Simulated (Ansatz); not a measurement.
# SiNH₄+ (SMILES [NH2+]=[SiH2]): functionals against CCSD(T) at one geometry

A test off equilibrium: a structure displaced at random from a GFN2-xTB minimum is computed at several levels, and each is set against CCSD(T).

Method: single points in def2-TZVPP; program: Ansatz 0.2.0, Gaussian basis.

Correlated methods freeze the cores.

### 1 The system as given

6 atoms, charge 1, spin multiplicity 1.

Atoms are counted from 1 here; the program's logs count them from 0.

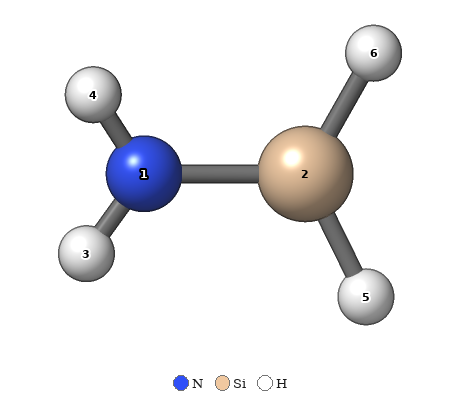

Start geometry, drawn with nitrogen blue, silicon light orange, hydrogen white; atoms are numbered from 1 in the order of the file.

Coordinates:

```csv
atom,x (Å),y (Å),z (Å)
N1,-0.0117,-0.8647,0.2089
Si2,-0.0112,0.7912,-0.2037
H3,0.3216,-1.6294,-0.4187
H4,-0.3455,-1.2160,1.1018
H5,0.5257,1.1485,-1.5313
H6,-0.5265,1.7525,0.7848
```

### 2 CCSD(T)/def2-TZVPP

run/in.yaml reads:

```yaml
crystal:
  periodic: [false, false, false]
  atoms:
    - {symbol: N, position_ang: [-0.011700, -0.864700, 0.208900]}
    - {symbol: Si, position_ang: [-0.011200, 0.791200, -0.203700]}
    - {symbol: H, position_ang: [0.321600, -1.629400, -0.418700]}
    - {symbol: H, position_ang: [-0.345500, -1.216000, 1.101800]}
    - {symbol: H, position_ang: [0.525700, 1.148500, -1.531300]}
    - {symbol: H, position_ang: [-0.526500, 1.752500, 0.784800]}
basis:
  gaussian: {orbitals: def2-TZVPP}
total_charge: 1
correlation: {method: ccsd_t}
output: {forces: true}
```

No record of the launch command was kept for these runs.

### 3 PBE0-D4/def2-TZVPP

Edit run/in.yaml of step 2 so:

```diff
@@ -12,3 +12,3 @@
 total_charge: 1
-correlation: {method: ccsd_t}
-output: {forces: true}
+hamiltonian: {xc: pbe0, dispersion: d4}
+output: {forces: true, orbitals: {seedname: orbitals}}
```

### 4 wB97M-V/def2-TZVPP

Edit run/in.yaml of step 3 so:

```diff
@@ -12,3 +12,3 @@
 total_charge: 1
-hamiltonian: {xc: pbe0, dispersion: d4}
-output: {forces: true, orbitals: {seedname: orbitals}}
+hamiltonian: {xc: {name: wB97M-V}}
+output: {forces: true}
```

### 5 r2SCAN-D4/def2-TZVPP

Edit run/in.yaml of step 4 so:

```diff
@@ -12,3 +12,3 @@
 total_charge: 1
-hamiltonian: {xc: {name: wB97M-V}}
+hamiltonian: {xc: r2scan, dispersion: d4}
 output: {forces: true}
```

### 6 PBE-D4/def2-TZVPP

Edit run/in.yaml of step 5 so:

```diff
@@ -12,3 +12,3 @@
 total_charge: 1
-hamiltonian: {xc: r2scan, dispersion: d4}
+hamiltonian: {xc: pbe, dispersion: d4}
 output: {forces: true}
```

### 7 wB97X-V/def2-TZVPP

Edit run/in.yaml of step 6 so:

```diff
@@ -12,3 +12,3 @@
 total_charge: 1
-hamiltonian: {xc: pbe, dispersion: d4}
+hamiltonian: {xc: {name: wB97X-V}}
 output: {forces: true}
```

### 8 r2SCAN0-D4/def2-TZVPP

Edit run/in.yaml of step 7 so:

```diff
@@ -12,3 +12,3 @@
 total_charge: 1
-hamiltonian: {xc: {name: wB97X-V}}
+hamiltonian: {xc: {name: r2SCAN0}, dispersion: d4}
 output: {forces: true}
```

(Steps that only read results are left out.)

**Question.** What will these runs give? Wanted: energy less free atoms, CCSD(T)/def2-TZVPP; RMS force component; RMS force error; HOMO and LUMO, PBE0-D4; T1 diagnostic.

As calculated:

| quantity | value |
| --- | --- |
| energy less free atoms, CCSD(T)/def2-TZVPP | -256.1 kcal/mol |
| RMS force component | 0.600 to 0.796 eV/Å over the methods |
| RMS force error | PBE0-D4 0.107, wB97M-V 0.083, r2SCAN-D4 0.065, PBE-D4 0.162, wB97X-V 0.109, r2SCAN0-D4 0.156 eV/Å |
| HOMO and LUMO, PBE0-D4 | -15.03 and -8.32 eV |
| T1 diagnostic | 0.017 |

In words: Against CCSD(T) the functionals' energies less atoms differ by -15.8 to -1.1 kcal/mol, PBE-D4 by -14.9 kcal/mol. The reference is not at the basis limit: in triple zeta CCSD(T) underbinds, which counts against methods that bind more; the gaps are no ranking. On forces the order runs from r2SCAN-D4 to PBE-D4. Frozen-core CCSD(T) forces in triple zeta carry basis errors of their own, and this is one geometry, so small gaps rank nothing.
